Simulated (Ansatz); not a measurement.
# CuAu (CuAu type, space group P4/mmm): scan of one atom of the cell

Relaxed CuAu (CuAu type, space group P4/mmm):

```yaml
crystal:
  lattice:
    - [2.88152, 0.00000, 0.00000]
    - [0.00000, 2.88152, 0.00000]
    - [0.00000, 0.00000, 3.61476]
  atoms:
    - { symbol: Cu, position: [0.50000, 0.50000, 0.50000] }
    - { symbol: Au, position: [0.00000, 0.00000, 0.00000] }
```

In this cell atom 2 (Au, nearest neighbour Cu at 2.724 Å; its periodic images, 2.9 Å or more away, move with it) is moved by s along Cartesian x, unit vector (1.000, 0.000, 0.000); all other atoms and the cell stay fixed.

Method: PBE (plane waves to 420 eV, PAW, scalar-relativistic; Ansatz, an electronic-structure program). k mesh 13×13×10 (Γ-centred), Fermi-Dirac smearing 0.05 eV. The energy includes the smearing's −TS. Compression counts positive. With partly filled bands, energies and forces of such displacements shift with the k mesh and the smearing. CuAu is run without spin polarisation. CuAu was relaxed with its symmetry unable to fall. Spin-orbit coupling is left out, though Au is heavy. The zero of ΔE is the undisplaced structure.

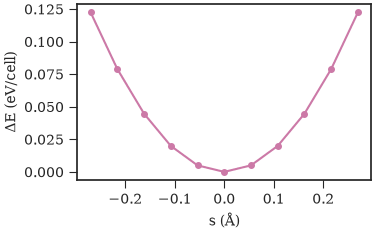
ΔE (eV/cell) against s (Å); computed points joined by lines.

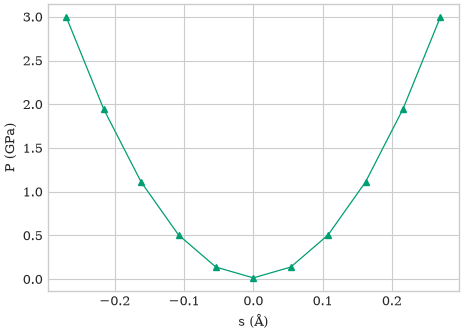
Fig. 1. P (GPa) against s (Å); markers are the computed points, lines only join them.

The force constant k = d²E/ds² at s = 0 (finite differences) is 3.43 eV/Å² and the energy at s = 0.270 Å comes out as 122 meV/cell. The force along the line at s = -0.270 Å is 0.889 eV/Å and the zone-centre optical wavenumber from k comes out as 139 cm⁻¹. Symmetry of the curve: even: the same for both signs.

With its periodic images moving along, the atom's site symmetry in this cell is 4/mmm.

(A displaced cell: forces are minus the slopes of the energy, force constants its curvatures, and phonons follow from these.)
